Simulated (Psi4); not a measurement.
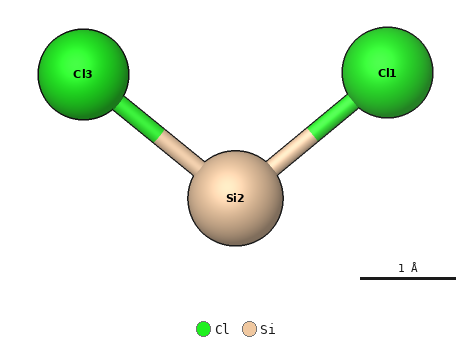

*The input geometry (ball-and-stick view, seen on its broad side; atoms are numbered from 1 in the order of the input).*

**SiCl$_{2}$: field calculation**

The run: field calculation of SiCl$_{2}$. Method and program: MP2/aug-cc-pwCVTZ, RHF, in an applied electric field (Psi4 1.11).

The geometry comes from this level: PBE0-D4/def2-TZVP.

## The program's output
```
Psi4 1.11 release

    SCF Algorithm Type (re)set to DF.

   => Loading Basis Set <=

    Name: AUG-CC-PWCVTZ
    Role: ORBITAL
    Keyword: BASIS

         ---------------------------------------------------------
                                   SCF
                              RHF Reference
                        1 Threads,   1525 MiB Core
         ---------------------------------------------------------

  ==> Geometry <==

    Molecular point group: c1
    Full point group: C1

    Geometry (in Angstrom), charge = 0, multiplicity = 1:

       Center              X                  Y                   Z               Mass
    ------------   -----------------  -----------------  -----------------  -----------------
         CL           0.293800000000     1.603800000000     0.338000000000    34.968852682000
         SI          -0.770100000000    -0.010400000000    -0.422000000000    27.976926534650
         CL           0.476300000000    -1.593400000000     0.084000000000    34.968852682000

  Running in c1 symmetry.

  Rotational constants: A =      0.48080  B =      0.09343  C =      0.07823 [cm^-1]
  Rotational constants: A =  14413.91060  B =   2800.85030  C =   2345.15054 [MHz]
  Nuclear repulsion =  168.885930277211202

  Charge       = 0
  Multiplicity = 1
  Electrons    = 48
  Nalpha       = 24
  Nbeta        = 24

  ==> Algorithm <==

  SCF Algorithm Type is DF.
  DIIS enabled.
  MOM disabled.
  Fractional occupation disabled.
  Guess Type is SAD.
  Energy threshold   = 1.00e-08
  Density threshold  = 1.00e-08
  Integral threshold = 1.00e-12

  ==> Primary Basis <==

  Basis Set: AUG-CC-PWCVTZ
    Blend: AUG-CC-PWCVTZ
    Number of shells: 69
    Number of basis functions: 225
    Number of Cartesian functions: 267
    Spherical Harmonics?: true
    Max angular momentum: 3

   => Loading Basis Set <=

    Name: (AUG-CC-PWCVTZ AUX)
    Role: JKFIT
    Keyword: DF_BASIS_SCF

  ==> Integral Setup <==

  DFHelper Memory: AOs need 0.170 GiB; user supplied 1.118 GiB.
  SCF_SUBTYPE=INCORE selected. In-core MEM_DF algorithm will be used.
  Using in-core AOs.

  ==> MemDFJK: Density-Fitted J/K Matrices <==

    J tasked:                   Yes
    K tasked:                   Yes
    wK tasked:                   No
    Memory [MiB]:              1144
    Algorithm:                 Core
    Schwarz Cutoff:           1E-12
    Mask sparsity (%):       4.3694
    Fitting Condition:        1E-10

   => Auxiliary Basis Set <=

  Basis Set: (AUG-CC-PWCVTZ AUX)
    Blend: AUG-CC-PVTZ-JKFIT
    Number of shells: 126
    Number of basis functions: 438
    Number of Cartesian functions: 540
    Spherical Harmonics?: true
    Max angular momentum: 4

  Perturbing V by 0.010000 mu(z).
  Minimum eigenvalue in the overlap matrix is 3.1617750559E-04.
  Reciprocal condition number of the overlap matrix is 5.0633320161E-05.
    Using symmetric orthogonalization.

  ==> Pre-Iterations <==

  SCF Guess: Superposition of Atomic Densities via on-the-fly atomic UHF (no occupation information).

   -------------------------
    Irrep   Nso     Nmo
   -------------------------
     A        225     225
   -------------------------
    Total     225     225
   -------------------------

  ==> Iterations <==

                           Total Energy        Delta E     RMS |[F,P]|

   @DF-RHF iter SAD: -1207.57005626065961   -1.20757e+03   0.00000e+00
   @DF-RHF iter   1: -1208.03651598932061   -4.66460e-01   1.40451e-03 ADIIS/DIIS
   @DF-RHF iter   2: -1208.05948147944332   -2.29655e-02   5.34665e-04 ADIIS/DIIS
   @DF-RHF iter   3: -1208.06406112762511   -4.57965e-03   9.48547e-05 DIIS
   @DF-RHF iter   4: -1208.06442727094804   -3.66143e-04   3.22285e-05 DIIS
   @DF-RHF iter   5: -1208.06451485709795   -8.75861e-05   9.68819e-06 DIIS
   @DF-RHF iter   6: -1208.06452363402900   -8.77693e-06   3.00065e-06 DIIS
   @DF-RHF iter   7: -1208.06452446247886   -8.28450e-07   9.61305e-07 DIIS
   @DF-RHF iter   8: -1208.06452456194779   -9.94689e-08   2.56335e-07 DIIS
   @DF-RHF iter   9: -1208.06452456981629   -7.86849e-09   1.17257e-07 DIIS
   @DF-RHF iter  10: -1208.06452457159321   -1.77693e-09   4.46073e-08 DIIS
   @DF-RHF iter  11: -1208.06452457193222   -3.39014e-10   1.30174e-08 DIIS
   @DF-RHF iter  12: -1208.06452457195360   -2.13731e-11   2.93191e-09 DIIS
  Energy and wave function converged.

  ==> Post-Iterations <==

    Orbital Energies [Eh]
    ---------------------

    Doubly Occupied:

       1A   -104.845182     2A   -104.843298     3A    -68.877070
       4A    -10.571970     5A    -10.569981     6A     -8.038075
       7A     -8.037346     8A     -8.037161     9A     -8.036077
      10A     -8.035346    11A     -8.035159    12A     -6.215845
      13A     -4.316636    14A     -4.316087    15A     -4.315611
      16A     -1.126293    17A     -1.095361    18A     -0.673745
      19A     -0.553683    20A     -0.521103    21A     -0.508700
      22A     -0.476746    23A     -0.461296    24A     -0.371743

    Virtual:

      25A      0.006566    26A      0.027167    27A      0.043925
      28A      0.061214    29A      0.093386    30A      0.099670
      31A      0.111759    32A      0.118118    33A      0.122453
      34A      0.135894    35A      0.137427    36A      0.153252
      37A      0.167469    38A      0.191106    39A      0.201614
      40A      0.212067    41A      0.242639    42A      0.245435
      43A      0.247616    44A      0.258080    45A      0.332949
      46A      0.333690    47A      0.343266    48A      0.345596
      49A      0.367473    50A      0.384937    51A      0.388868
      52A      0.393754    53A      0.422281    54A      0.423719
      55A      0.444568    56A      0.495538    57A      0.517490
      58A      0.528976    59A      0.537058    60A      0.548544
      61A      0.582683    62A      0.602619    63A      0.610833
      64A      0.618508    65A      0.626650    66A      0.629093
      67A      0.637824    68A      0.658669    69A      0.697924
      70A      0.715807    71A      0.733399    72A      0.757546
      73A      0.781013    74A      0.816651    75A      0.860844
      76A      0.862241    77A      0.871856    78A      0.888493
      79A      0.900300    80A      0.905048    81A      0.931857
      82A      0.935255    83A      0.937361    84A      0.942666
      85A      1.027956    86A      1.033481    87A      1.139754
      88A      1.143214    89A      1.210201    90A      1.210329
      91A      1.212768    92A      1.258753    93A      1.260218
      94A      1.283336    95A      1.302163    96A      1.315693
      97A      1.318520    98A      1.321811    99A      1.383100
     100A      1.418865   101A      1.443366   102A      1.455607
     103A      1.466556   104A      1.513492   105A      1.549190
     106A      1.550419   107A      1.571212   108A      1.617362
     109A      1.624487   110A      1.628114   111A      1.781856
     112A      1.785185   113A      1.841459   114A      1.870901
     115A      1.887723   116A      2.337039   117A      2.409146
     118A      2.411621   119A      2.415636   120A      2.424988
     121A      2.506329   122A      2.522232   123A      2.530367
     124A      2.561406   125A      2.583028   126A      2.585890
     127A      2.673084   128A      2.713305   129A      2.714445
     130A      2.756100   131A      2.785973   132A      2.820011
     133A      3.031500   134A      3.075470   135A      3.090175
     136A      3.093013   137A      3.125784   138A      3.128901
     139A      3.158893   140A      3.180040   141A      3.189298
     142A      3.220385   143A      3.236545   144A      3.261820
     145A      3.278980   146A      3.360623   147A      3.401355
     148A      3.447294   149A      3.592201   150A      3.701846
     151A      4.198191   152A      4.225194   153A      4.278713
     154A      4.646435   155A      4.950667   156A      6.062123
     157A      6.065889   158A      6.071183   159A      6.078603
     160A      6.124144   161A      6.187886   162A      6.195915
     163A      7.535199   164A      7.691007   165A      7.697338
     166A      7.699878   167A      7.704910   168A      7.759308
     169A      7.765438   170A      7.768684   171A      7.828751
     172A      7.901608   173A      7.956488   174A      9.569120
     175A      9.954344   176A     10.042392   177A     10.168448
     178A     10.185505   179A     10.187983   180A     10.197185
     181A     10.211688   182A     10.230949   183A     10.234744
     184A     10.256190   185A     10.268186   186A     10.283251
     187A     10.293582   188A     10.305526   189A     10.321068
     190A     10.332268   191A     10.853215   192A     10.865430
     193A     10.895964   194A     10.948450   195A     11.311356
     196A     11.321193   197A     15.811689   198A     15.845664
     199A     17.362464   200A     17.376171   201A     17.403855
     202A     17.545359   203A     17.714494   204A     32.048715
     205A     32.053198   206A     32.054048   207A     32.056903
     208A     32.089781   209A     32.092271   210A     32.093280
     211A     32.130543   212A     32.173355   213A     32.184855
     214A     37.136197   215A     37.510452   216A     37.601302
     217A     44.088934   218A     44.100346   219A     44.122001
     220A     44.161224   221A     44.454398   222A     44.461323
     223A     45.409348   224A     89.947479   225A     90.019818

    Final Occupation by Irrep:
              A
    DOCC [    24 ]
    NA   [    24 ]
    NB   [    24 ]

  @DF-RHF Final Energy: -1208.06452457195360

   => Energetics <=

    Nuclear Repulsion Energy =            168.8859302772112017
    One-Electron Energy =               -2008.1418820064222928
    Two-Electron Energy =                 631.1914271572576354
    Total Energy =                      -1208.0645245719533705

Computation Completed

Properties will be evaluated at   0.000000,   0.000000,   0.000000 [a0]

Properties computed using the SCF density matrix

 Multipole Moments:

 ------------------------------------------------------------------------------------
     Multipole            Electronic (a.u.)      Nuclear  (a.u.)        Total (a.u.)
 ------------------------------------------------------------------------------------

 L = 1.  Multiply by 2.5417464519 to convert [e a0] to [Debye]
 Dipole X            :         -4.7561236            4.3658343           -0.3902893
 Dipole Y            :         -0.0809133            0.0589595           -0.0219538
 Dipole Z            :         -3.0574753            2.3923933           -0.6650821
 Magnitude           :                                                    0.7714544

 ------------------------------------------------------------------------------------

	total time  =          3 seconds =       0.05 minutes

  //>>>>>>>>>>>>>>>>>>>>>>>>>>>>>>>>>>>//
  //               DFMP2               //
  //<<<<<<<<<<<<<<<<<<<<<<<<<<<<<<<<<<<//

   => Loading Basis Set <=

    Name: (AUG-CC-PWCVTZ AUX)
    Role: RIFIT
    Keyword: DF_BASIS_MP2

	 --------------------------------------------------------
	                          DF-MP2
	      2nd-Order Density-Fitted Moller-Plesset Theory
	              RMP2 Wavefunction,   1 Threads

	 --------------------------------------------------------

   => Auxiliary Basis Set <=

  Basis Set: (AUG-CC-PWCVTZ AUX)
    Blend: AUG-CC-PWCVTZ-RI
    Number of shells: 153
    Number of basis functions: 603
    Number of Cartesian functions: 780
    Spherical Harmonics?: true
    Max angular momentum: 4

	 --------------------------------------------------------
	                 NBF =   225, NAUX =   603
	 --------------------------------------------------------
	   CLASS    FOCC     OCC    AOCC    AVIR     VIR    FVIR
	   PAIRS      15      24       9     201     201       0
	 --------------------------------------------------------

	-----------------------------------------------------------
	 ==================> DF-MP2 Energies <====================
	-----------------------------------------------------------
	 Reference Energy          =   -1208.0645245719535978 [Eh]
	 Singles Energy            =      -0.0000000000000000 [Eh]
	 Same-Spin Energy          =      -0.1209617669074017 [Eh]
	 Opposite-Spin Energy      =      -0.3694067694791385 [Eh]
	 Correlation Energy        =      -0.4903685363865402 [Eh]
	 Total Energy              =   -1208.5548931083401385 [Eh]
	-----------------------------------------------------------
	 ================> DF-SCS-MP2 Energies <==================
	-----------------------------------------------------------
	 SCS Same-Spin Scale       =       0.3333333333333333 [-]
	 SCS Opposite-Spin Scale   =       1.2000000000000000 [-]
	 SCS Same-Spin Energy      =      -0.0403205889691339 [Eh]
	 SCS Opposite-Spin Energy  =      -0.4432881233749661 [Eh]
	 SCS Correlation Energy    =      -0.4836087123441001 [Eh]
	 SCS Total Energy          =   -1208.5481332842975917 [Eh]
	-----------------------------------------------------------

	total time  =          1 seconds =       0.02 minutes

    Psi4 run time: 0:00:04.48
```

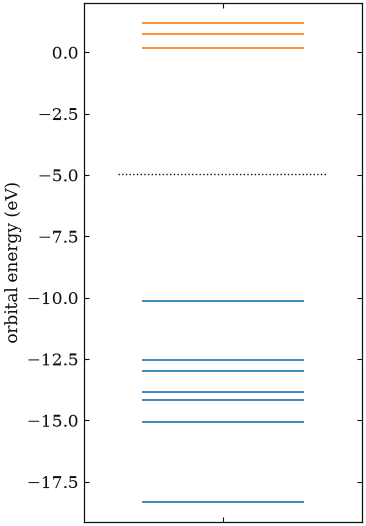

*Orbital energies near the frontier (SCF reference); the dotted line parts filled from empty levels, and levels within 0.02 eV of each other stand side by side.*

Highest filled −10.12 eV, lowest empty 0.18 eV, 10.30 eV apart.

This output came from the following input.

## The input (input.in)
```
memory 1.6 GB

molecule mol {
  0 1
  Cl     0.293800     1.603800     0.338000
  Si    -0.770100    -0.010400    -0.422000
  Cl     0.476300    -1.593400     0.084000
  units angstrom
  symmetry c1
  no_reorient
  no_com
}

set globals {
  basis          aug-cc-pwCVTZ
  reference      rhf
  freeze_core    true
  mp2_type       df
  perturb_h      true
  perturb_with   dipole
  perturb_dipole [0.0, 0.0, 0.01]
}

energy("mp2")
```

Command:
```bash
psi4 input.in input.out -n 1
```

## Results in brief

- outcome: converged
- total energy: −1208.554893 hartree
- SCF energy: −1208.064525 hartree
- MP2 energy: −1208.554893 hartree
- correlation energy: −0.490369 hartree
- basis functions: 225
- HOMO of the SCF reference: −10.12 eV
- LUMO of the SCF reference: 0.18 eV
- hardware: 1 thread of Intel Xeon (Granite Rapids), 12 GiB of memory available, shared host
- wall time: 5.4 s
- peak memory: 0.51 GiB
